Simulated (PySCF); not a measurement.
C₄H₁₂BPSi

```json
{"atom": "B", "x (Å)": "-0.1651", "y (Å)": "2.4221", "z (Å)": "-0.6627"}
{"atom": "P", "x (Å)": "-0.5089", "y (Å)": "0.8129", "z (Å)": "0.3070"}
{"atom": "C", "x (Å)": "-1.8428", "y (Å)": "-0.3200", "z (Å)": "-0.2843"}
{"atom": "C", "x (Å)": "-1.3441", "y (Å)": "-1.7529", "z (Å)": "-0.0617"}
{"atom": "C", "x (Å)": "0.1475", "y (Å)": "-1.7005", "z (Å)": "0.0773"}
{"atom": "C", "x (Å)": "0.7233", "y (Å)": "-0.5198", "z (Å)": "0.3000"}
{"atom": "Si", "x (Å)": "2.5553", "y (Å)": "-0.1477", "z (Å)": "0.5179"}
{"atom": "H", "x (Å)": "0.0872", "y (Å)": "2.0226", "z (Å)": "-1.7614"}
{"atom": "H", "x (Å)": "0.7601", "y (Å)": "2.9370", "z (Å)": "-0.1163"}
{"atom": "H", "x (Å)": "-1.1714", "y (Å)": "3.0577", "z (Å)": "-0.6077"}
{"atom": "H", "x (Å)": "-0.7924", "y (Å)": "0.8561", "z (Å)": "1.6816"}
{"atom": "H", "x (Å)": "-2.7950", "y (Å)": "-0.1175", "z (Å)": "0.2074"}
{"atom": "H", "x (Å)": "-1.9682", "y (Å)": "-0.1168", "z (Å)": "-1.3522"}
{"atom": "H", "x (Å)": "-1.7656", "y (Å)": "-2.1720", "z (Å)": "0.8581"}
{"atom": "H", "x (Å)": "-1.6395", "y (Å)": "-2.4120", "z (Å)": "-0.8810"}
{"atom": "H", "x (Å)": "0.7035", "y (Å)": "-2.6259", "z (Å)": "0.0233"}
{"atom": "H", "x (Å)": "3.0170", "y (Å)": "0.6874", "z (Å)": "-0.5870"}
{"atom": "H", "x (Å)": "2.7286", "y (Å)": "0.5314", "z (Å)": "1.8054"}
{"atom": "H", "x (Å)": "3.2609", "y (Å)": "-1.4327", "z (Å)": "0.5288"}
```

Geometry: GFN2-xTB.

Level of theory: PySCF, PBE0/pcSseg-1, SCF density, gas phase, non-relativistic.

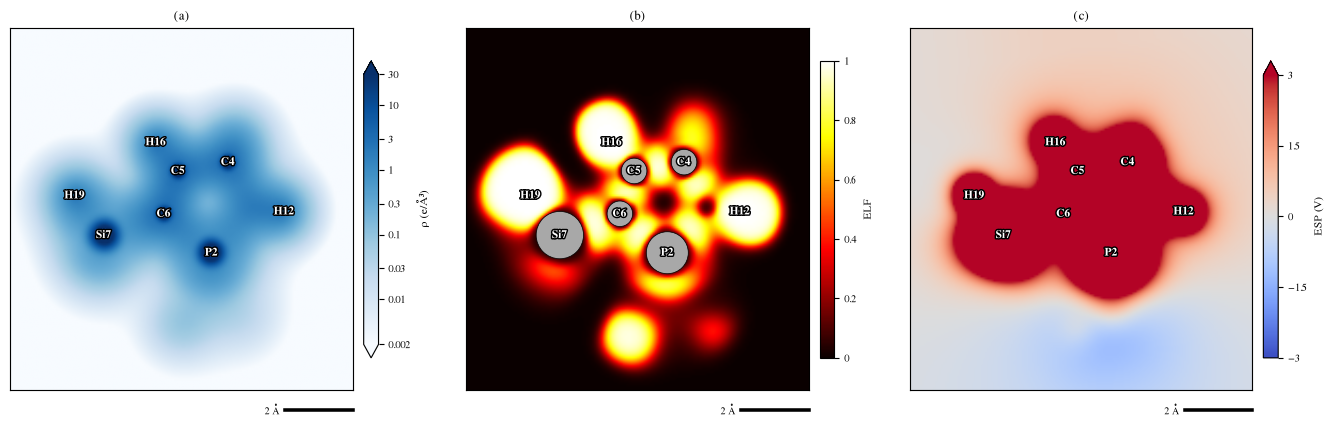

Figure 1. (a) total electron density; (b) electron localisation function; (c) electrostatic potential on the plane of atoms C5, C6 and Si7. Grey discs cover the atomic cores in the ELF map.

> Read the bonding off the picture.

- The plane passes through P, C, Si and H nuclei.
- C–C (1.33 Å): the density is about 2.3 e/Å³ at the midpoint; the ELF peaks at about 0.90 between the atoms: a multiple bond.
- C–P (1.82 Å): ρ is about 1.2 e/Å³ halfway; the ELF peaks at about 0.95 between the atoms; localised, covalent bonding.
- C–Si (1.88 Å): the density is about 0.91 e/Å³ at the midpoint; the ELF peaks at about 0.95 between the atoms (a shared electron pair).
- C–H (1.08 Å): ρ is about 2 e/Å³ halfway; the ELF climbs to about 1 towards the hydrogen, as it does in any bond to H: a covalent bond by its length.
- C–C (1.50 Å): the density is about 1.7 e/Å³ at the midpoint; the ELF peaks at about 0.95 between the atoms, as expected for localised, covalent bonding.
- Outside the dense part of the molecule the potential is most negative (−1.2 V) near H9, which lies off the plane.

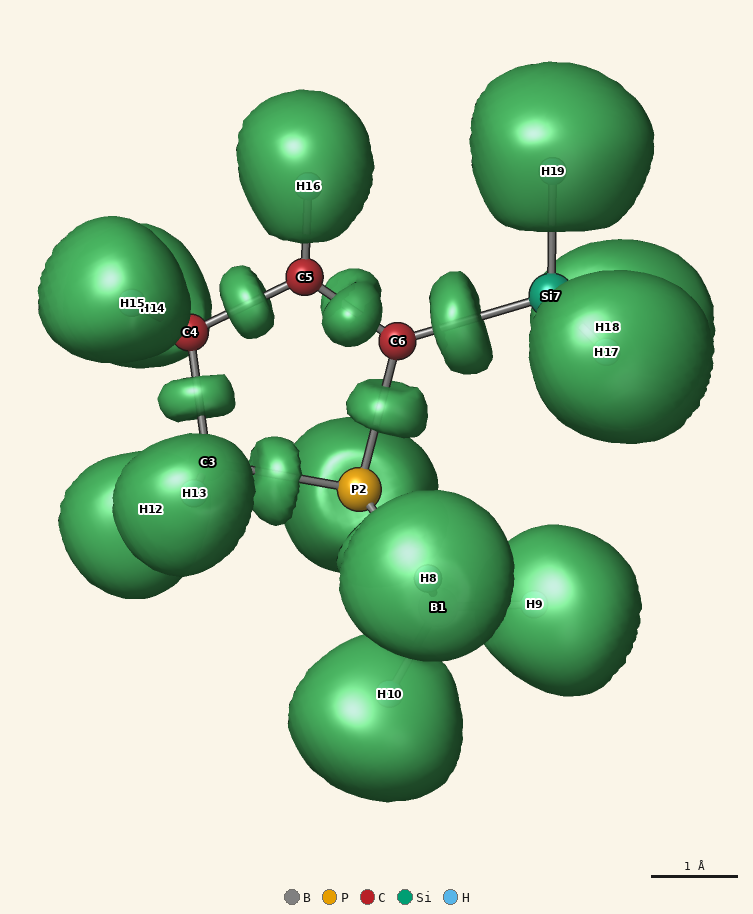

Figure 2. Isosurface of the ELF at 0.8 (green), seen across its widest extent. Only the valence region is drawn (cores and ρ < 0.01 e/Å³ removed).

> Describe the localisation domains.

The surface consists of one region between bonded B–P atoms (shared pairs), three regions between bonded C–C atoms (shared pairs), two regions between bonded C–P atoms (shared pairs), one region between bonded C–Si atoms (shared pairs) and twelve regions around hydrogen nuclei.

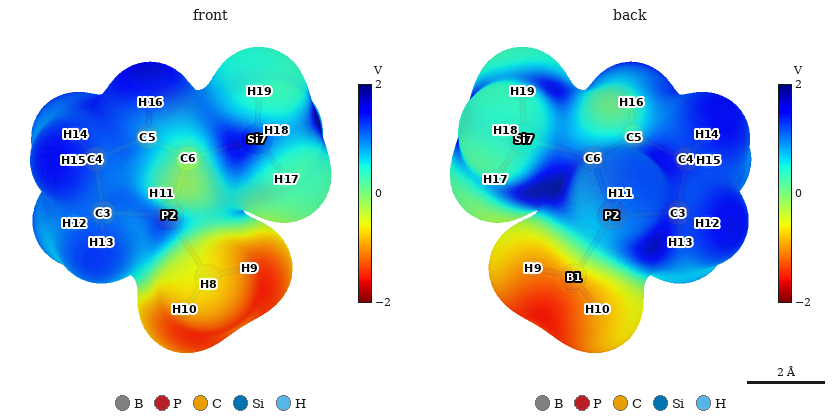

Figure 3. The molecular electrostatic potential painted on the density surface at 0.004 e/bohr³, seen from the front and from behind; the colour scale runs from red (negative) to blue (positive).

> Where is the surface potential most negative and most positive?

The most negative region (about −1.5 V) lies over H10, the most positive (about +1.9 V) over P2 and Si7.

> How polar is the molecule by this calculation?

Its dipole moment is 5.31 D.
